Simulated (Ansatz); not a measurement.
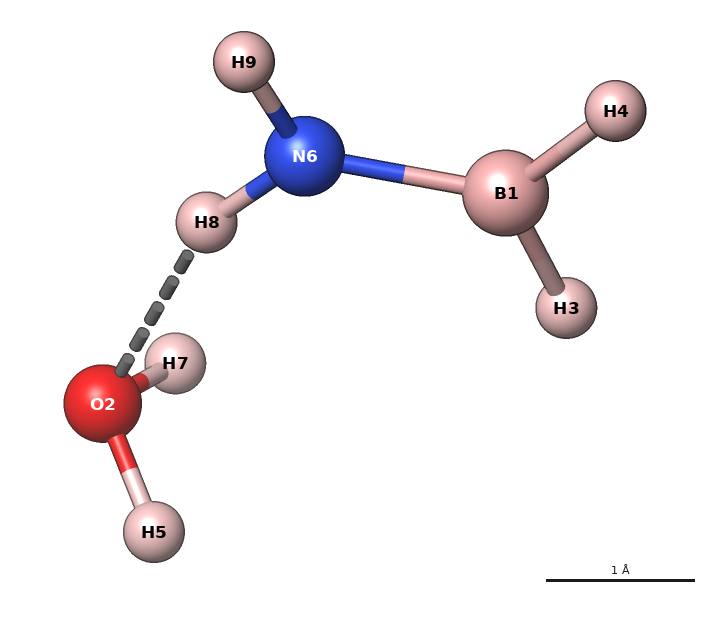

Broken lines mark hydrogen bonds. The geometry was computed by an optimisation with PBE0-D4/def2-TZVP.

Tabulate the hydrogen bonds (donors O, N, F, S, Cl) with their geometry.

```csv
D–H···A,D–H (Å),H···A (Å),angle (°),kind
N6–H8···O2,1.01,2.07,159,intermolecular
```
